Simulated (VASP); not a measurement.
# LaC2 with LDA: from relaxation to properties, part 3 of 5

What structure does LaC2 take at this level, and what are its properties? The start is a cell from a database of measured crystal structures.

VASP 6.6.1; LDA; plane waves and PAW (La, C).

Still holding for the runs below: This run has no spin polarisation. Its electron count is odd, so without a moment it is a metal by construction.

So far. Step 4 (Density, ELF and potential (LDA)): In this run the pressure is -0.01 GPa, small enough to go on. Step 5 (Band structure (LDA)): There is no gap at this level.

**6. Total and projected DOS (LDA)**

Here the states are counted by energy and projected on the atoms. The mesh is finer than in the run before.

Input file INCAR:

```
SYSTEM = LaC2
PREC = Accurate
ENCUT = 520
EDIFF = 1E-06
NELM = 100
ISMEAR = -5
SIGMA = 0.05
LREAL = .FALSE.
ALGO = Normal
GGA = CA
NBANDS = 22
LASPH = .TRUE.
LORBIT = 11
LWAVE = .FALSE.
LCHARG = .FALSE.
KPAR = 2
NEDOS = 2001
```

Input file POSCAR:

```
LaC2
1.0
   -1.9302297104      1.9302297104      3.2468867917
    1.9302297104     -1.9302297104      3.2468867917
    1.9302297104      1.9302297104     -3.2468867917
La C
1 2
Direct
    0.0000000000      0.0000000000      0.0000000000
    0.4009451034      0.4009451034      0.0000000000
    0.5990548966      0.5990548966      0.0000000000
```

Input file KPOINTS:

```
Automatic mesh
0
Gamma
12 12 12
0 0 0
```

Potentials, in the order of the species: La and C (LDA family, release 64).

Run with:

```sh
> mpirun -np 2 vasp_std
```

What it wrote:

```text
[... set-up lines as in an earlier step ...]
 entering main loop
       N       E                     dE             d eps       ncg     rms          rms(c)
DAV:   1     0.128277619369E+03    0.12828E+03   -0.70136E+03  8308   0.117E+03
DAV:   2    -0.110982599214E+02   -0.13938E+03   -0.11540E+03  8076   0.207E+02
DAV:   3    -0.276940870063E+02   -0.16596E+02   -0.16036E+02  9244   0.812E+01
DAV:   4    -0.289414331417E+02   -0.12473E+01   -0.12428E+01 11656   0.200E+01
DAV:   5    -0.289635578716E+02   -0.22125E-01   -0.22072E-01  9842   0.217E+00    0.852E+00
DAV:   6    -0.262482223302E+02    0.27153E+01   -0.68417E+00 11518   0.133E+01    0.389E+00
DAV:   7    -0.261559420772E+02    0.92280E-01   -0.88936E-01  9968   0.439E+00    0.204E+00
DAV:   8    -0.261348138165E+02    0.21128E-01   -0.10851E-01 11596   0.286E+00    0.433E-01
DAV:   9    -0.261326546932E+02    0.21591E-02   -0.13571E-02 11930   0.897E-01    0.117E-01
DAV:  10    -0.261323637227E+02    0.29097E-03   -0.17197E-03 10450   0.221E-01    0.377E-02
DAV:  11    -0.261323796556E+02   -0.15933E-04   -0.15841E-04 10802   0.776E-02    0.278E-02
DAV:  12    -0.261323824522E+02   -0.27967E-05   -0.10743E-05 10844   0.289E-02    0.829E-03
DAV:  13    -0.261323815153E+02    0.93687E-06   -0.22553E-06  9564   0.153E-02
   1 F= -.26132382E+02 E0= -.26132382E+02  d E =0.000000E+00
 -----------------------------------------------------------------------------
|                                                                             |
|           W    W    AA    RRRRR   N    N  II  N    N   GGGG   !!!           |
|           W    W   A  A   R    R  NN   N  II  NN   N  G    G  !!!           |
|           W    W  A    A  R    R  N N  N  II  N N  N  G       !!!           |
|           W WW W  AAAAAA  RRRRR   N  N N  II  N  N N  G  GGG   !            |
|           WW  WW  A    A  R   R   N   NN  II  N   NN  G    G                |
|           W    W  A    A  R    R  N    N  II  N    N   GGGG   !!!           |
|                                                                             |
|     Tetrahedron method does not include variations of the Fermi             |
|     occupations, so forces and stress will be inaccurate. We suggest        |
|     using a different smearing scheme ISMEAR = 1 or 2 for metals in         |
|     relaxations.                                                            |
|                                                                             |
 -----------------------------------------------------------------------------
```

The job ended after 40 s (2 MPI ranks of Intel Xeon Platinum 8488C (Sapphire Rapids), shared host; peak memory 0.59 GiB; 76 s of CPU time).

OUTCAR, selected parts (step 6):

```text
   k-points           NKPTS =    163   k-points in BZ     NKDIM =    163   number of bands    NBANDS=     22

   NELECT =      19.0000    total number of electrons

 E-fermi :   7.5400

 k-point     1 :       0.0000    0.0000    0.0000
  band No.  band energies     occupation
    ...
      7       2.8224      2.00000
      8       4.3863      2.00000
      9       4.3863      2.00000
     10       7.4235      2.01000
     11       7.4235      1.76512
     12       8.0606      0.00000
     13       9.5446      0.00000
     14      10.2284      0.00000
     15      10.3038      0.00000
     16      10.3038      0.00000
    ...

  Total       -0.0119820     -0.0119820      0.0329959      0.0000000     -0.0000000      0.0000000
  in kB       -0.3967312     -0.3967312      1.0925098      0.0000000     -0.0000000      0.0000000
  external PRESSURE =       0.0996825 kB  Pullay stress =       0.0000000 kB

 POSITION                                       TOTAL-FORCE (eV/Angst)
 -----------------------------------------------------------------------------------
      0.00000      0.00000      0.00000         0.000000      0.000000     -0.000000
      0.00000      0.00000      2.60365        -0.000000     -0.000000     -0.021610
      0.00000      0.00000      3.89013        -0.000000     -0.000000      0.021610
 -----------------------------------------------------------------------------------
    total drift:                                0.000000      0.000000      0.000000

  FREE ENERGIE OF THE ION-ELECTRON SYSTEM (eV)
  ---------------------------------------------------
  free  energy   TOTEN  =       -26.1323815153 eV

  energy  without entropy=      -26.1323815153  energy(sigma->0) =      -26.13238152

[... 6 parts as in an earlier step ...]

[... 10 further parts left out ...]
```

With tetrahedra the forces and stress of a metal are not exact derivatives of the energy.

This step gave:

| Property | Result |
| --- | --- |
| irreducible k points | 163 |
| free energy (TOTEN) | -26.13 eV |
| Fermi energy | 7.54 eV |
| pressure | 0.009968 GPa |
| DOS at the Fermi level | 1.004 states/eV/cell |

The density of states has structure finer than the step of the table below, so its rows give means over 1 eV, whole bins alone (the curve runs from -12.0 to 3.04 eV). Peaks (eV: height): total -3.6: 4.13, 2.6: 23.9, 3.0: 8.17; La f 2.6: 22.7; C p -4.6: 1.16, -3.6: 1.65, -2.1: 1.92, 1.5: 0.371; La d -6.2: 0.118, -4.6: 0.274, 0.8: 0.293; La p -5.3: 0.115, -3.6: 0.275, -2.1: 0.236.

States under -12.0 eV and over 3.0 eV are left out. The density of states by energy, zero at the Fermi level; means over each step; values in states/eV/cell:

```
energy (eV)    total     La f      C p    La d     La p      C s
         -8        0        0        0       0        0        0
         -7  0.00932        0  0.00101  5.7e-4   4.9e-5  0.00247
         -6     1.42  0.00958    0.162  0.0727   0.0382    0.404
         -5     1.68   0.0166    0.445   0.105   0.0487    0.207
         -4     2.55   0.0336    0.987   0.159    0.112   0.0285
         -3     1.54   0.0307    0.675  0.0861   0.0673   0.0356
         -2    0.954   0.0272    0.420  0.0531   0.0468   0.0245
         -1    0.438   0.0261   0.0695  0.0926   3.5e-4  0.00516
          0    0.994    0.120    0.140   0.215  0.00200  0.00940
          1     1.71    0.515    0.224   0.267  0.00715  0.00747
          2     4.04     3.11    0.155   0.169  0.00936  0.00241
```

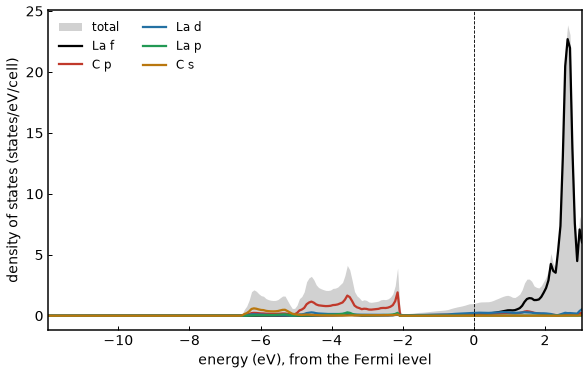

Density of states against energy.

The finer mesh and the other smearing move the Fermi level by +0.05 eV from the 8×8×8 run, one measure of the sampling error in the zero of the bands above. Of the states within 0.3 eV of the Fermi level, the largest shares in the PAW spheres are La d 22 %, C p 14 % and La f 12 %. The rest lies in smaller channels or between the spheres.

**7. Volume scan with LDA, volume scale 0.94**

An equation of state needs energies on both sides of the minimum, all on one mesh and cutoff.

Input file INCAR:

```
SYSTEM = LaC2
PREC = Accurate
ENCUT = 520
EDIFF = 1E-06
NELM = 100
ISMEAR = 0
SIGMA = 0.05
LREAL = .FALSE.
ALGO = Normal
GGA = CA
NBANDS = 15
LASPH = .TRUE.
LORBIT = 11
LWAVE = .FALSE.
LCHARG = .FALSE.
KPAR = 2
ISIF = 2
```

Input file POSCAR:

```
LaC2
1.0
   -1.8908262109      1.8908262109      3.1806051977
    1.8908262109     -1.8908262109      3.1806051977
    1.8908262109      1.8908262109     -3.1806051977
La C
1 2
Direct
    0.0000000000      0.0000000000      0.0000000000
    0.4009451034      0.4009451034      0.0000000000
    0.5990548966      0.5990548966      0.0000000000
```

Input file KPOINTS:

```
Automatic mesh
0
Gamma
8 8 8
0 0 0
```

Run with:

```sh
> mpirun -np 2 vasp_std
```

What it wrote:

```text
[... set-up lines as in an earlier step ...]
 entering main loop
       N       E                     dE             d eps       ncg     rms          rms(c)
DAV:   1     0.154852406440E+03    0.15485E+03   -0.72854E+03  1826   0.176E+03
DAV:   2    -0.462083338993E+01   -0.15947E+03   -0.15281E+03  2438   0.259E+02
DAV:   3    -0.280976772794E+02   -0.23477E+02   -0.22405E+02  3021   0.124E+02
DAV:   4    -0.290620563158E+02   -0.96438E+00   -0.96003E+00  2636   0.256E+01
DAV:   5    -0.291180326634E+02   -0.55976E-01   -0.55963E-01  2877   0.558E+00    0.904E+00
DAV:   6    -0.261825522754E+02    0.29355E+01   -0.11188E+01  2767   0.207E+01    0.416E+00
DAV:   7    -0.260815886610E+02    0.10096E+00   -0.11886E+00  2784   0.722E+00    0.220E+00
DAV:   8    -0.260597550221E+02    0.21834E-01   -0.22362E-01  3214   0.485E+00    0.483E-01
DAV:   9    -0.260544736963E+02    0.52813E-02   -0.33689E-02  3051   0.156E+00    0.151E-01
DAV:  10    -0.260543675348E+02    0.10616E-03   -0.25438E-03  2952   0.457E-01    0.399E-02
DAV:  11    -0.260543782753E+02   -0.10740E-04   -0.15488E-04  2774   0.890E-02    0.235E-02
DAV:  12    -0.260543808328E+02   -0.25575E-05   -0.35597E-05  3103   0.601E-02    0.586E-03
DAV:  13    -0.260543805497E+02    0.28306E-06   -0.26581E-06  2200   0.158E-02
   1 F= -.26054381E+02 E0= -.26053746E+02  d E =-.126888E-02
```

It took 12 s on 2 MPI ranks; peak memory 0.36 GiB.

OUTCAR, selected parts (step 7):

```text
   ENCUT  =  520.0 eV  38.22 Ry    6.18 a.u.   7.73  7.73  7.73*2*pi/ulx,y,z

   NELECT =      19.0000    total number of electrons

 E-fermi :   8.0424

 k-point     1 :       0.0000    0.0000    0.0000
  band No.  band energies     occupation
    ...
      7       3.4883      2.00000
      8       4.8905      2.00000
      9       4.8905      2.00000
     10       7.9684      1.96362
     11       7.9684      1.96362
     12       8.6478      0.00000
     13      10.3281      0.00000
     14      11.1446      0.00000
     15      11.2325      0.00000

  Total        1.8681086      1.8681086      4.5550670      0.0000000     -0.0000000      0.0000000
  in kB       65.8020963     65.8020963    160.4472820      0.0000000     -0.0000000      0.0000000
  external PRESSURE =      97.3504915 kB  Pullay stress =       0.0000000 kB

 POSITION                                       TOTAL-FORCE (eV/Angst)
 -----------------------------------------------------------------------------------
      0.00000      0.00000      0.00000        -0.000000     -0.000000     -0.000000
      0.00000      0.00000      2.55050         0.000000      0.000000     -1.488523
      0.00000      0.00000      3.81071         0.000000      0.000000      1.488523
 -----------------------------------------------------------------------------------
    total drift:                                0.000000      0.000000      0.000000

  FREE ENERGIE OF THE ION-ELECTRON SYSTEM (eV)
  ---------------------------------------------------
  free  energy   TOTEN  =       -26.0543805497 eV

  energy  without entropy=      -26.0531116657  energy(sigma->0) =      -26.05374611

[... 3 parts as in an earlier step ...]

[... 13 further parts left out ...]
```

The scan keeps the cell's shape and the fractional positions fixed.

This step gave:

| Quantity | Value |
| --- | --- |
| bands | 15 |
| irreducible k points | 59 |
| free energy (TOTEN) | -26.05 eV |
| energy at zero smearing | -26.05 eV |
| Fermi energy | 8.042 eV |
| pressure | 9.735 GPa |

Force by atom:

```
atom  x (eV/Å)  y (eV/Å)  z (eV/Å)  size
 La1      0.00      0.00      0.00  0.00
  C2      0.00      0.00     -1.49  1.49
  C3      0.00      0.00      1.49  1.49
```

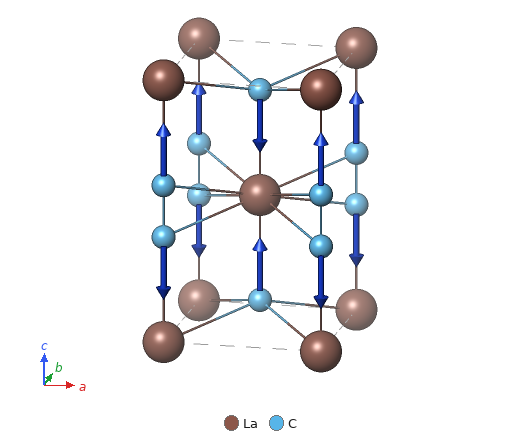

Force as arrows, the longest 1.49 eV/Å. Some periodic images of atoms are drawn too.

The pressure here is 9.74 GPa.

**8. Volume scan with LDA, volume scale 0.96**

INCAR is that of step 7.

Input file POSCAR:

```
LaC2
1.0
   -1.9041423272      1.9041423272      3.2030045639
    1.9041423272     -1.9041423272      3.2030045639
    1.9041423272      1.9041423272     -3.2030045639
La C
1 2
Direct
    0.0000000000      0.0000000000      0.0000000000
    0.4009451034      0.4009451034      0.0000000000
    0.5990548966      0.5990548966      0.0000000000
```

KPOINTS is that of step 7.

Run with:

```sh
> mpirun -np 2 vasp_std
```

What it wrote:

```text
[... set-up lines as in an earlier step ...]
 entering main loop
       N       E                     dE             d eps       ncg     rms          rms(c)
DAV:   1     0.153188371517E+03    0.15319E+03   -0.71665E+03  1802   0.173E+03
DAV:   2    -0.254640982784E+01   -0.15573E+03   -0.14777E+03  2377   0.257E+02
DAV:   3    -0.278395495838E+02   -0.25293E+02   -0.23429E+02  3027   0.126E+02
DAV:   4    -0.289940516643E+02   -0.11545E+01   -0.11495E+01  2566   0.282E+01
DAV:   5    -0.290808540253E+02   -0.86802E-01   -0.86787E-01  2918   0.642E+00    0.886E+00
DAV:   6    -0.262231818866E+02    0.28577E+01   -0.11052E+01  2760   0.204E+01    0.406E+00
DAV:   7    -0.261291413284E+02    0.94041E-01   -0.11548E+00  2724   0.711E+00    0.214E+00
DAV:   8    -0.261074322209E+02    0.21709E-01   -0.21190E-01  3167   0.474E+00    0.471E-01
DAV:   9    -0.261026635167E+02    0.47687E-02   -0.31442E-02  3084   0.148E+00    0.146E-01
DAV:  10    -0.261025467842E+02    0.11673E-03   -0.24038E-03  3001   0.448E-01    0.383E-02
DAV:  11    -0.261025568831E+02   -0.10099E-04   -0.13065E-04  2774   0.803E-02    0.226E-02
DAV:  12    -0.261025593379E+02   -0.24548E-05   -0.32413E-05  3190   0.560E-02    0.528E-03
DAV:  13    -0.261025591137E+02    0.22423E-06   -0.20502E-06  2044   0.142E-02
   1 F= -.26102559E+02 E0= -.26101944E+02  d E =-.123033E-02
```

The job ended after 12 s (2 MPI ranks; peak memory 0.36 GiB).

OUTCAR, selected parts (step 8):

```text
   ENCUT  =  520.0 eV  38.22 Ry    6.18 a.u.   7.78  7.78  7.78*2*pi/ulx,y,z

   NELECT =      19.0000    total number of electrons

 E-fermi :   7.8510

 k-point     1 :       0.0000    0.0000    0.0000
  band No.  band energies     occupation
    ...
      7       3.2576      2.00000
      8       4.7144      2.00000
      9       4.7144      2.00000
     10       7.7799      1.95561
     11       7.7799      1.95561
     12       8.4462      0.00000
     13      10.0589      0.00000
     14      10.8276      0.00000
     15      10.9114      0.00000

  Total        1.2038561      1.2038561      2.9452056      0.0000000     -0.0000000      0.0000000
  in kB       41.5210954     41.5210954    101.5803812      0.0000000     -0.0000000      0.0000000
  external PRESSURE =      61.5408573 kB  Pullay stress =       0.0000000 kB

 POSITION                                       TOTAL-FORCE (eV/Angst)
 -----------------------------------------------------------------------------------
      0.00000      0.00000      0.00000         0.000000      0.000000      0.000000
      0.00000      0.00000      2.56846        -0.000000     -0.000000     -0.960149
      0.00000      0.00000      3.83755        -0.000000     -0.000000      0.960149
 -----------------------------------------------------------------------------------
    total drift:                                0.000000      0.000000      0.000000

  FREE ENERGIE OF THE ION-ELECTRON SYSTEM (eV)
  ---------------------------------------------------
  free  energy   TOTEN  =       -26.1025591137 eV

  energy  without entropy=      -26.1013287883  energy(sigma->0) =      -26.10194395

[... 3 parts as in an earlier step ...]

[... 13 further parts left out ...]
```

This step gave:

* free energy (TOTEN): -26.10 eV
* energy at zero smearing: -26.10 eV
* Fermi energy: 7.851 eV
* pressure: 6.154 GPa

Force by atom:

```
atom  x (eV/Å)  y (eV/Å)  z (eV/Å)   size
 La1     0.000     0.000     0.000  0.000
  C2     0.000     0.000    -0.960  0.960
  C3     0.000     0.000     0.960  0.960
```

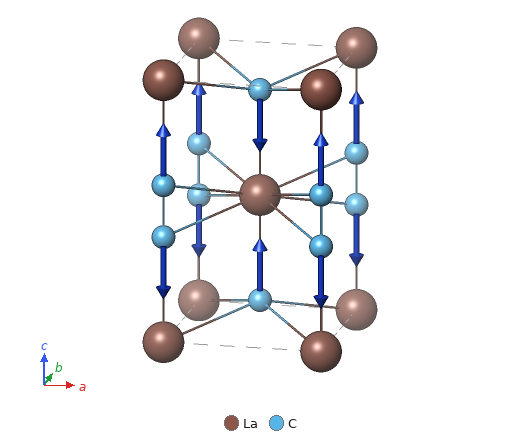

Force as arrows, the longest 0.960 eV/Å. Some periodic images of atoms are drawn too.

The pressure falls from 9.74 to 6.15 GPa.

**9. Volume scan with LDA, volume scale 0.98**

INCAR is that of step 8.

Input file POSCAR:

```
LaC2
1.0
   -1.9172747582      1.9172747582      3.2250949486
    1.9172747582     -1.9172747582      3.2250949486
    1.9172747582      1.9172747582     -3.2250949486
La C
1 2
Direct
    0.0000000000      0.0000000000      0.0000000000
    0.4009451034      0.4009451034      0.0000000000
    0.5990548966      0.5990548966      0.0000000000
```

KPOINTS is that of step 8.

Run with:

```sh
> mpirun -np 2 vasp_std
```

What it wrote:

```text
[... set-up lines as in an earlier step ...]
 entering main loop
       N       E                     dE             d eps       ncg     rms          rms(c)
DAV:   1     0.153954492499E+03    0.15395E+03   -0.71834E+03  1826   0.173E+03
DAV:   2    -0.339242175474E+01   -0.15735E+03   -0.15029E+03  2460   0.255E+02
DAV:   3    -0.279092873146E+02   -0.24517E+02   -0.23336E+02  3086   0.121E+02
DAV:   4    -0.289524991846E+02   -0.10432E+01   -0.10378E+01  2645   0.261E+01
[...]
DAV:  11    -0.261301452993E+02   -0.99809E-05   -0.11890E-04  2746   0.768E-02    0.228E-02
DAV:  12    -0.261301478547E+02   -0.25554E-05   -0.28096E-05  3224   0.537E-02    0.493E-03
DAV:  13    -0.261301476470E+02    0.20769E-06   -0.17877E-06  2071   0.136E-02
   1 F= -.26130148E+02 E0= -.26129549E+02  d E =-.119688E-02
```

Elapsed: 12 s, on 2 MPI ranks; peak memory 0.36 GiB; 22 s of CPU time.

Parts of OUTCAR (step 9):

```text
  Total        0.5829537      0.5829537      1.4267600      0.0000000      0.0000000     -0.0000000
  in kB       19.6957902     19.6957902     48.2048008      0.0000000      0.0000000     -0.0000000
  external PRESSURE =      29.1987938 kB  Pullay stress =       0.0000000 kB

 POSITION                                       TOTAL-FORCE (eV/Angst)
 -----------------------------------------------------------------------------------
      0.00000      0.00000      0.00000        -0.000000     -0.000000      0.000000
      0.00000      0.00000      2.58617        -0.000000     -0.000000     -0.464107
      0.00000      0.00000      3.86402         0.000000      0.000000      0.464107
 -----------------------------------------------------------------------------------
    total drift:                                0.000000      0.000000      0.000000

  FREE ENERGIE OF THE ION-ELECTRON SYSTEM (eV)
  ---------------------------------------------------
  free  energy   TOTEN  =       -26.1301476470 eV

  energy  without entropy=      -26.1289507638  energy(sigma->0) =      -26.12954921

[... 1 part as in an earlier step ...]

[... 2 further parts left out ...]
[key lines of the parts left out:]
E-fermi :   7.6665
```

The pressure falls from 6.15 to 2.92 GPa.

The run ends at a pressure of 2.92 GPa, with forces up to 0.46 eV/Å.

**10. Volume scan with LDA, volume scale 1**

INCAR is that of step 9.

Input file POSCAR:

```
LaC2
1.0
   -1.9302297104      1.9302297104      3.2468867917
    1.9302297104     -1.9302297104      3.2468867917
    1.9302297104      1.9302297104     -3.2468867917
La C
1 2
Direct
    0.0000000000      0.0000000000      0.0000000000
    0.4009451034      0.4009451034      0.0000000000
    0.5990548966      0.5990548966      0.0000000000
```

KPOINTS is that of step 9.

Run with:

```sh
> mpirun -np 2 vasp_std
```

What it wrote:

```text
[... set-up lines as in an earlier step ...]
 entering main loop
       N       E                     dE             d eps       ncg     rms          rms(c)
[... 13 cycles as in an earlier step ...]
   1 F= -.26139137E+02 E0= -.26138553E+02  d E =-.116754E-02
```

Run time: 12 s. Hardware: 2 MPI ranks; peak memory 0.36 GiB; 22 s of CPU time.

From OUTCAR (step 10):

```text
[... 6 parts as in an earlier step ...]

[... 1 further part left out ...]
[key lines of the parts left out:]
E-fermi :   7.4885
```

The pressure falls from 2.92 to 0.00 GPa.

The run ends at a pressure of 0.00 GPa, with forces up to 0.0012 eV/Å.

(Continued in part 4 of 5.)

[Lines on the potential files, build, host, timing and source positions are cut from VASP's logs without a mark.]

[Logs are printed without paths, hosts, clocks, repeated set-up lines and the standing remarks that a program may print on its own settings, such as how far it seeks lower states.]

[Hosts, paths, dates, database ids (printed as entryN), source tags and the programs' standing remarks are cut or masked in the printed files.]

[A measured line is paired with the nearest computed mode of its activity, which favours agreement.]
